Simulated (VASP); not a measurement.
Given:

```yaml
crystal:
  lattice:
    - [0.00000, 2.67072, 2.67072]
    - [2.67072, 0.00000, 2.67072]
    - [2.67072, 2.67072, 0.00000]
  atoms:
    - { symbol: K, position: [0.00000, 0.00000, 0.00000] }
    - { symbol: F, position: [0.50000, 0.50000, 0.50000] }
```

The numbers are results of rev-vdW-DF2, VASP's PBE PAW potentials (set 64) (plane waves; VASP), not measurements. Settings: 520 eV cut-off, 10×10×10 Γ-centred mesh, tetrahedra with Blöchl corrections, potentials K_sv F.

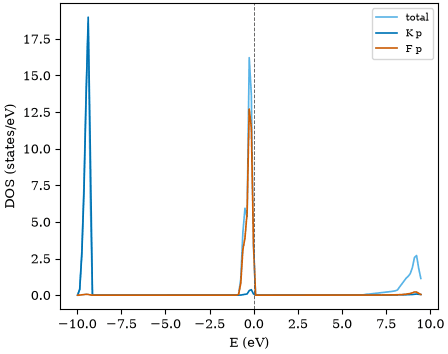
Figure. Total and projected density of states, zero at the valence-band maximum

Within 2 eV below the valence-band maximum the largest weight inside VASP's projection spheres is F p.

The gap is direct, 6.05 eV, from the valence maximum at Γ to the conduction minimum at Γ.

The compound is KF in the rock salt structure. It was relaxed first.
